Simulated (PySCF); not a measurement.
# DyH3S3 (Dy(SH)3): the cost of one run

The runs use PySCF 2.14.0; r2SCAN, Dy lcecp-1-SVP with ECP55, S def2-SVP, H def2-SVP; scalar-relativistic core potentials, no spin–orbit coupling.

7 further runs of the same task are left out: 2 for a known fault of the program, 3 that didn't finish, 2 set aside as unsound or not needed.

### Step 1. The system as given

7 atoms, charge 0, spin multiplicity 1.

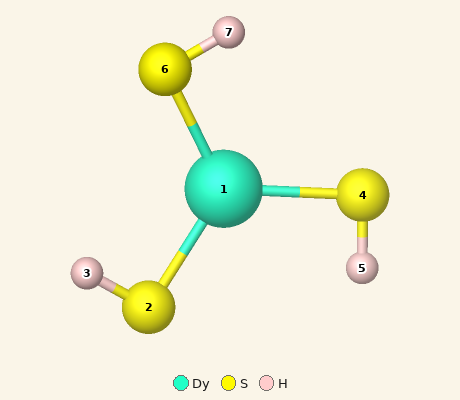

The geometry (dysprosium teal, sulfur yellow, hydrogen pink); atoms are numbered from 1 in the order of the file.

Geometry (Å):

```xyz
7
charge 0, multiplicity 1
Dy    0.00000    0.00000    0.79005
S     2.54414    0.40939    0.96239
H     2.83508   -0.91444    1.01716
S    -1.62661    1.99859    0.96239
H    -0.62561    2.91247    1.01716
S    -0.91752   -2.40798    0.96239
H    -2.20946   -1.99803    1.01716
```

Formal oxidation states: Dy +3. Each metal's 9 4f electrons lie in its core potential, so multiplicities, spins and levels count the valence alone. An earlier session relaxed this geometry at r2SCAN, Dy lcecp-1-SVP with ECP55, S def2-SVP, H def2-SVP (singlet, point group C3).

Its energy there is -1233.180858 Eh.

### Step 2. Atoms moved at random, σ = 0.06 Å

The input, run.py (the lines that set the calculation):

```python
mol = gto.M(atom='''
Dy     0.00101     0.00797     0.79710
S      2.52982     0.40906     1.02311
H      2.83460    -0.95427     0.95065
S     -1.60806     1.95068     0.90320
H     -0.53978     2.94593     1.02879
S     -0.96121    -2.39384     1.00399
H     -2.25638    -1.96554     1.02189''',
    basis={'Dy': 'lcecp-1-SVP', 'S': 'def2-SVP', 'H': 'def2-SVP'},
    ecp={'Dy': 'lcecp-1-SVP'},
    charge=0, spin=0)
mf = dft.RKS(mol, xc='R2SCAN')
mf.grids.atom_grid = (50, 194)  # f atoms: unpruned, at least (60, 302)
mf = mf.density_fit()  # fitting sets: Dy AutoAux, S def2-universal-JKFIT, H def2-universal-JKFIT
mf.conv_tol = 1e-08; mf.max_cycle = 55
mf.kernel(dm0)  # dm0: the density of the relaxed state
```

Run with:

```bash
OMP_NUM_THREADS=2 python run.py
```

**Question.** How long does this run take on 2 threads of Arm Neoverse N1, shared host?

About 9 s.
